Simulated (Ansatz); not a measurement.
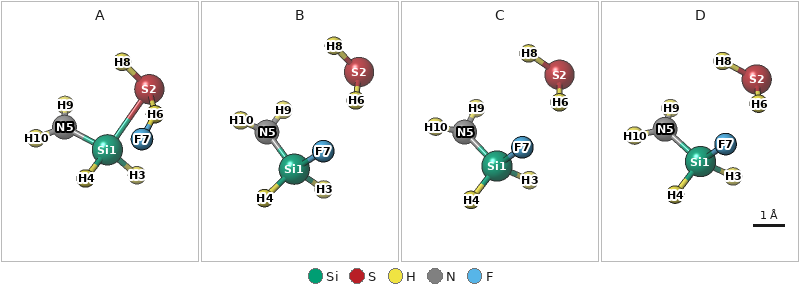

4 geometries from a converged minimum-energy path of SiNH$_{6}$SF, shuffled. Style: ball-and-stick. Shown at a tilt.

Computed with Ansatz, UKS PBE-D4/def2-SVP. Set-up: 5 movable images; climbing image; force threshold 0.05 eV/Å; iteration limit 60; starting path through a guess of the saddle point.

Q: One of them is the converged climbing image. Which?

A: A. In order along the path, whose images run from 0 to 6: A (image 2, +15.3 kcal/mol), D (image 4, −13.0 kcal/mol), C (image 5, −16.2 kcal/mol), B (image 6, −16.6 kcal/mol). Breaking: H6–F7 (0.95 → 1.07 at the top → 2.18 Å), Si1–S2 (2.22 → 2.44 at the top → 3.87 Å). Forming: S2–H6 (2.16 → 1.75 at the top → 1.37 Å), Si1–F7 (3.08 → 2.06 at the top → 1.66 Å).

The run took 3.3 min on 2 threads of INTEL(R) XEON(R) PLATINUM 8581C CPU @ 2.30GHz (Emerald Rapids) (shared host), peak memory 0.18 GiB.
